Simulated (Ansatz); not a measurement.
A series of calculations on AlH$_{2}$BrF$_{2}$

Part 1: Relaxation

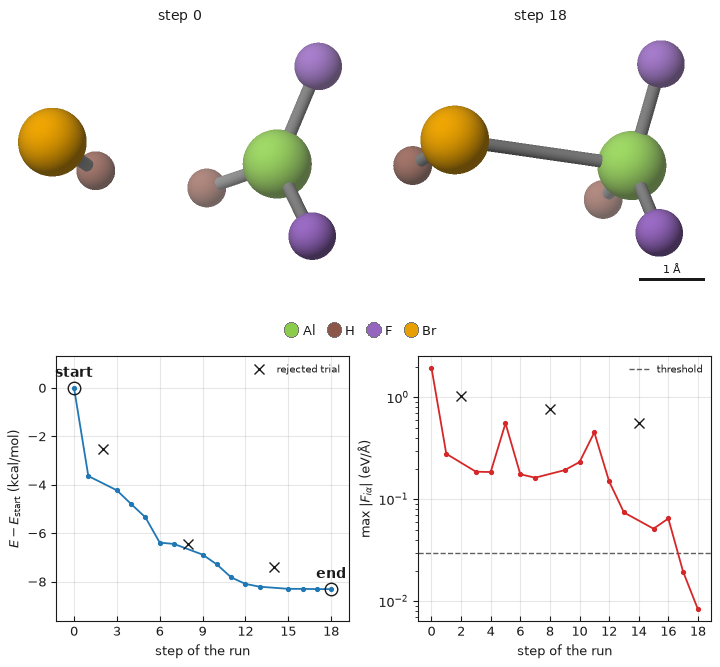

First and last geometry of a relaxation of AlH₂BrF₂, with the history of the run. A ball-and-stick model, seen at a tilt.

The run prepares an end point of a later path (reaction) calculation, from a guessed geometry.

All numbers below come from Ansatz 0.2.0, RHF/def2-SVP.

Input
```yaml
crystal:
  periodic: [false, false, false]
  atoms:
    - { symbol: Al, position_ang: [0.005191, 0.267248, -0.078749] }
    - { symbol: H, position_ang: [0.029788, 0.161291, 1.472924] }
    - { symbol: F, position_ang: [1.401337, 0.401292, -0.926753] }
    - { symbol: F, position_ang: [-1.418684, 0.255707, -0.892989] }
    - { symbol: Br, position_ang: [0.067601, -2.996446, 1.465117] }
    - { symbol: H, position_ang: [0.070466, -1.620792, 2.035149] }
basis:
  gaussian: { orbitals: def2-SVP }
hamiltonian:
  xc: hf
relax:
  f_tol: 0.03
  max_steps: 50
output:
  orbitals: {}
```

Command:
```bash
ansatz run input.yaml --threads 1 --pin off --max-ram 2048MiB --backend cpu --events-out ev --progress --plain --runs-dir out
```

> What do the curves and the structures tell?

It converged. H2 moves most after the best rigid fit: 0.70 Å. By element the largest moves are H 0.70 Å, Br 0.66 Å, F 0.30 Å, Al 0.09 Å. Near-neighbour distances that change, for instance: Al1–Br5 3.611 → 2.938 Å, Br5–H6 1.489 → 1.411 Å, Al1–F3 1.639 → 1.648 Å. Among the angles between lasting bonds that change: F3–Al1–F4 118.9° → 116.1°. The energy falls by 8.31 kcal/mol in 15 accepted moves (18 points after the start). The largest force component goes from 1.9 to 0.0083 eV/Å. The line search rejected the trial steps at points 2, 8, 14 of the run. The run took 29 s on 1 thread of Arm Neoverse V2 (shared host), peak memory 0.17 GiB.

```tsv
step	E − E(0), kcal/mol	largest force component, eV/Å	note
0	0.00	1.9456	
1	-3.64	0.2791	
2	-2.52	1.0357	rejected
3	-4.23	0.1864	
4	-4.79	0.1849	
5	-5.34	0.5565	
6	-6.39	0.1760	
7	-6.44	0.1627	
8	-6.43	0.7656	rejected
9	-6.88	0.1930	
10	-7.29	0.2315	
11	-7.82	0.4523	
12	-8.09	0.1502	
13	-8.20	0.0743	
14	-7.37	0.5586	rejected
15	-8.29	0.0514	
16	-8.29	0.0648	
17	-8.30	0.0195	
18	-8.31	0.0083
```

Limits of the set-up: Hartree-Fock leaves out electron correlation.

Part 2: Relaxation

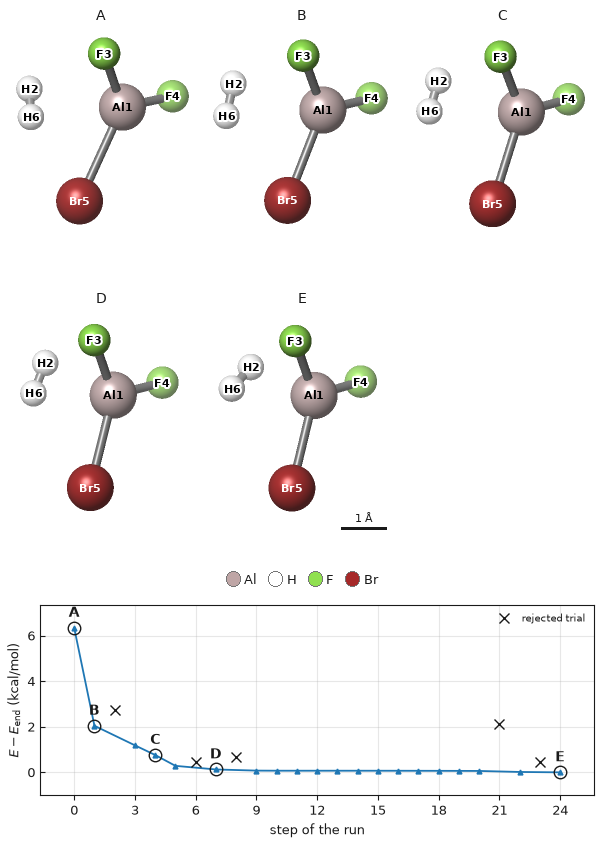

Frames of a relaxation of AlH$_{2}$BrF$_{2}$, marked on the history of the run. Style: ball-and-stick. Shown at a tilt.

The run prepares an end point of a later path (reaction) calculation, from a guessed geometry.

Theory: Ansatz, RHF/def2-SVP. Settings: no spin polarisation; force threshold 0.03 eV/Å; at most 50 steps.

**Describe the path.**

The atom that moves furthest after the best rigid fit is H2 (0.48 Å). By element the largest moves are H 0.48 Å, Br 0.34 Å, F 0.33 Å, Al 0.26 Å. Near-neighbour distances that change, for instance: Al1–H2 2.756 → 2.240 Å, Al1–H6 2.516 → 2.237 Å, Al1–Br5 2.355 → 2.231 Å, H2–H6 0.713 → 0.749 Å. After 19 accepted moves (24 points after the start) the energy has fallen by 6.34 kcal/mol. Largest force component: 1.6 eV/Å at the start, 0.028 eV/Å at the end. The line search rejected the trial steps at points 2, 6, 8, 21, 23 of the run. The forces were under the threshold at step 9, but the run went on from there. From step 0 to 1: Br5 moves most (0.19 Å), energy −4.30 kcal/mol. From step 1 to 4: Br5 moves most (0.16 Å), energy −1.28 kcal/mol. From step 4 to 7: H2 moves most (0.24 Å), energy −0.63 kcal/mol. From step 7 to 24: H2 moves most (0.20 Å), energy −0.13 kcal/mol.

Limits of the set-up: the start holds two separate molecules, 2.5 Å apart at their closest, whose relative position is a soft coordinate and is computed without a dispersion correction; Hartree-Fock leaves out electron correlation.

Part 3: Path

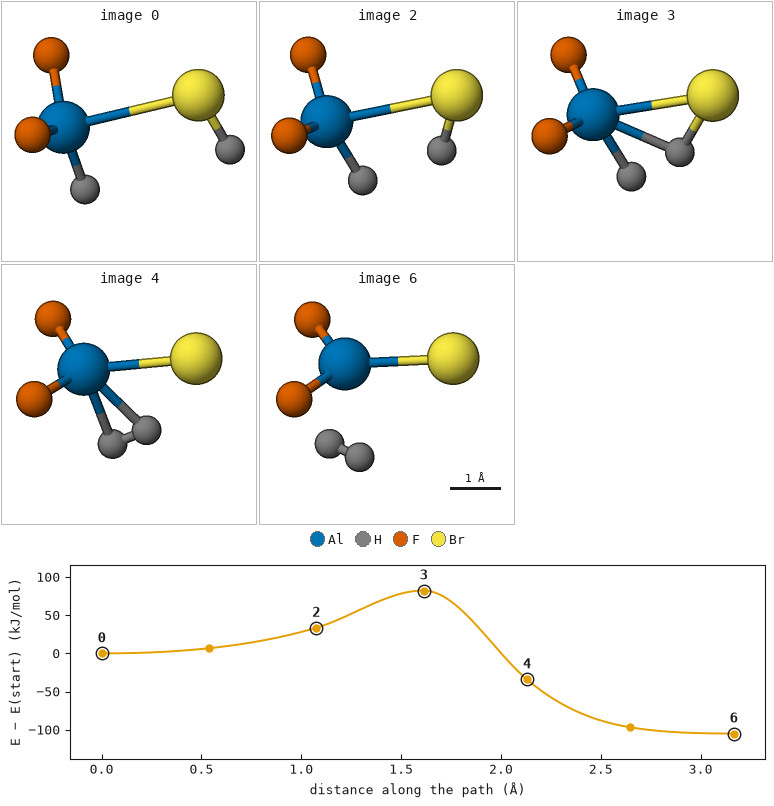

A nudged-elastic-band calculation for AlH2BrF2. Images are numbered from 0 (start) to 6 (end). The picture is a ball-and-stick view, seen at a tilt.

Theory: RHF/def2-SVP in Ansatz 0.2.0.

Input
```yaml
crystal:
  periodic: [false, false, false]
  atoms:
    - { symbol: Al, position_ang: [0.008972, 0.237167, 0.019734] }
    - { symbol: H, position_ang: [0.019387, 0.84702, 1.452253] }
    - { symbol: F, position_ang: [1.400466, 0.104741, -0.853703] }
    - { symbol: F, position_ang: [-1.397277, 0.083676, -0.826766] }
    - { symbol: Br, position_ang: [0.033405, -2.54921, 0.952104] }
    - { symbol: H, position_ang: [0.090745, -2.255095, 2.331078] }
basis:
  gaussian: { orbitals: def2-SVP }
hamiltonian:
  xc: hf
neb:
  order_check: false
  images: 5
  f_tol: 0.05
  max_iterations: 60
  final_atoms:
    - { symbol: Al, position_ang: [0.02711906, -0.69632841, -0.15132871] }
    - { symbol: H, position_ang: [-0.12786754, 0.25373113, 1.87098877] }
    - { symbol: F, position_ang: [1.46174709, 0.02899182, -0.46600411] }
    - { symbol: F, position_ang: [-1.34080085, 0.18114484, -0.36629172] }
    - { symbol: Br, position_ang: [-0.06806029, -2.90747136, 0.12919715] }
    - { symbol: H, position_ang: [0.20356054, -0.39176903, 2.05813863] }
  initial_path:
    images:
      - { positions_ang: [[0.008972, 0.237167, 0.019734], [0.019387, 0.84702, 1.452253], [1.400466, 0.104741, -0.853703], [-1.397277, 0.083676, -0.826766], [0.033405, -2.54921, 0.952104], [0.090745, -2.255095, 2.331078]] }
      - { positions_ang: [[0.00806316, 0.16434147, 0.02049055], [0.02168917, 0.54768915, 1.61171118], [1.42048077, 0.07689432, -0.84873182], [-1.42010406, 0.08172361, -0.81983922], [0.04819438, -2.56006554, 0.8952206], [0.07737457, -1.84228401, 2.21584871]] }
      - { positions_ang: [[0.00715433, 0.09151595, 0.02124709], [0.02399135, 0.2483583, 1.77116935], [1.44049555, 0.04904765, -0.84376063], [-1.44293112, 0.07977122, -0.81291244], [0.06298375, -2.57092109, 0.83833721], [0.06400414, -1.42947302, 2.10061942]] }
      - { positions_ang: [[0.00624549, 0.01869042, 0.02200364], [0.02629352, -0.05097256, 1.93062753], [1.46051032, 0.02120097, -0.83878945], [-1.46575818, 0.07781883, -0.80598567], [0.07777313, -2.58177663, 0.78145381], [0.05063372, -1.01666204, 1.98539014]] }
      - { positions_ang: [[0.01320335, -0.21964919, -0.03577381], [-0.0250935, 0.05059534, 1.91074794], [1.46092258, 0.02379792, -0.71452767], [-1.42410573, 0.11226083, -0.65942102], [0.02916199, -2.69034154, 0.56403492], [0.10160932, -0.80836437, 2.00963963]] }
      - { positions_ang: [[0.0201612, -0.4579888, -0.09355126], [-0.07648052, 0.15216324, 1.89086836], [1.46133483, 0.02639487, -0.59026589], [-1.38245329, 0.14670284, -0.51285637], [-0.01944915, -2.79890645, 0.34661603], [0.15258493, -0.6000667, 2.03388913]] }
      - { positions_ang: [[0.02711906, -0.69632841, -0.15132871], [-0.12786754, 0.25373113, 1.87098877], [1.46174709, 0.02899182, -0.46600411], [-1.34080085, 0.18114484, -0.36629172], [-0.06806029, -2.90747136, 0.12919715], [0.20356054, -0.39176903, 2.05813863]] }
```

Launched with:
```bash
ansatz run input.yaml --threads 1 --pin off --max-ram 2048MiB --backend cpu --events-out ev --progress --plain --runs-dir out
```

**What happens along the path, and what is the barrier?**

Breaking: Al–H (1.56 → 2.24 Å), Br–H (1.41 → 3.18 Å). Forming: H–H (3.22 → 0.75 Å). The highest point, image 3, lies 82.3 kJ/mol above the start and 187.3 kJ/mol above the end; the end is at −105.0 kJ/mol relative to the start. The band is converged. At the top, the vibrational analysis gives one imaginary mode (1352i cm⁻¹), as a transition state must have.

Limits of the set-up: Hartree-Fock leaves out electron correlation.

The run took 91 s on 1 thread of Arm Neoverse V2, with other jobs on the host, peak memory 0.17 GiB.
